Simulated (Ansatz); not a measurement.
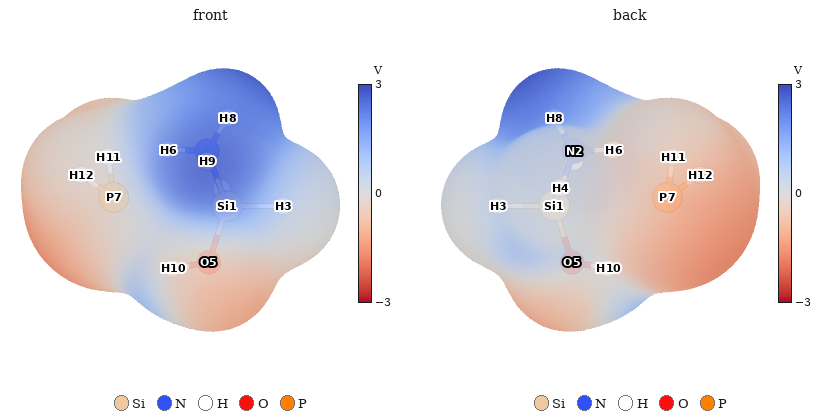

The picture shows: H$_{6}$NOSi···H$_{2}$P. The molecular electrostatic potential painted on the density surface at 0.001 e/bohr³, seen from the front and from behind; the colour scale runs from red (negative) to blue (positive).

A transition-state structure; geometry: PBE0-D4/def2-TZVP.

Computed with RKS PBE0-D4/def2-TZVPP in Ansatz.

The calculation's input:

```
crystal:
  periodic: [false, false, false]
  atoms:
    - {symbol: Si, position_ang: [-0.798440, 0.329551, 0.863513]}
    - {symbol: N, position_ang: [-0.175920, -1.317521, 0.218931]}
    - {symbol: H, position_ang: [-1.631664, -0.188880, 1.983441]}
    - {symbol: H, position_ang: [-1.715696, 0.877672, -0.150819]}
    - {symbol: O, position_ang: [0.326289, 1.200643, 1.653941]}
    - {symbol: H, position_ang: [0.309598, -0.899993, -0.648782]}
    - {symbol: P, position_ang: [0.974841, 1.050555, -1.402598]}
    - {symbol: H, position_ang: [-0.895593, -2.010260, 0.017631]}
    - {symbol: H, position_ang: [0.523378, -1.730240, 0.832776]}
    - {symbol: H, position_ang: [0.914342, 1.643525, 1.022714]}
    - {symbol: H, position_ang: [0.158818, 0.865673, -2.548819]}
    - {symbol: H, position_ang: [2.010147, 0.179278, -1.842030]}
basis:
  gaussian: {orbitals: def2-TZVPP}
hamiltonian: {xc: pbe0, dispersion: d4}
output: {orbitals: {seedname: orbitals}}
```

Launched as:

```sh
ansatz run in.yaml --threads 4 --pin off --events-out ev --progress --plain --max-ram 9574MiB
```

**Describe the electrostatic potential map.**

The most negative region (about −1.6 V, or −37 kcal/mol for a unit charge) lies over P7, the most positive (about +2.6 V, or +60 kcal/mol for a unit charge) over H8 and H9.
